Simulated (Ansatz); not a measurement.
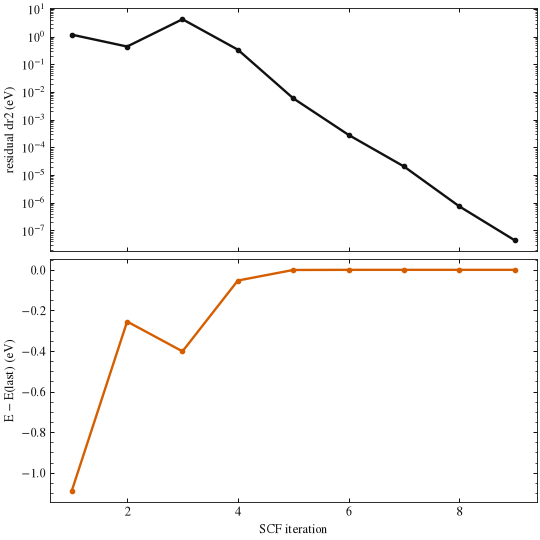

The plot shows the SCF iterations of a calculation: density residual dr2, Harris–Foulkes energy less its last value.

SiW2 (3 atoms in the cell), run with Ansatz.

```
crystal:
  lattice:
    - [2.7786783679, 0.0, 0.0]
    - [-1.3893391839, 2.4064060555, 0.0]
    - [0.0, 0.0, 7.6512233697]
  atoms:
    - { symbol: Si, position: [0.0, 0.0, 0.0] }
    - { symbol: W, position: [0.0, 0.0, 0.6695496917] }
    - { symbol: W, position: [0.0, 0.0, 0.3304503083] }
basis:
  ecutwfc: 420
kpoints:
  mp_grid: { grid: [18, 18, 6] }
hamiltonian:
  xc: pbe
  hubbard: { sites: [{ species: W, l: d, u_eff: -5.0 }] }
scf:
  occupations: { method: gaussian, width: 0.1 }
  max_iter: 50
output:
  forces: true
  eigenvalues: true
  stress: true
```

Run as:
```bash
ansatz run input.yaml --threads 1 --pin off --max-ram 2560MiB --backend cpu --events-out ev --progress --plain --runs-dir out
```

Did the calculation converge?

Answer. Converged, in 9 iterations. The residual comes down, with one marked jump up, by a factor of about 10, at step 3.

What is the residual at the start and at the end?

Answer. It starts near 1 and ends near 4 × 10⁻⁸ eV.

Is anything amiss with this input?

Answer. The input holds a fault (an enormous or negative U). The SCF closed all the same, which doesn't make the results meaningful for the real system.
